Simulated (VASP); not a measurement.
Band structure of Cd₄S₃Te (ordered alloy cell). Computed with PBEsol GGA, VASP's PBE PAW potentials (set 64) (plane waves; VASP).

Unless said otherwise, spin-orbit coupling is left out, though it shifts the bands of the heavy elements here.

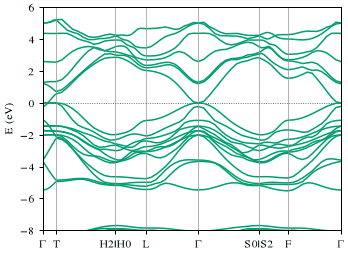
Figure: Bands along high-symmetry lines, zero at the valence-band maximum or, without a gap, the Fermi level

Question: Read the plot: is there a gap, and where are the band edges?

Answer: It has no gap at this level: it comes out as a metal or semimetal. (Edges off the drawn lines would not show.)

The structure was generated: Cd4S3Te was put into an ordered model structure (R3m), which need not be its known phase. It was relaxed first.
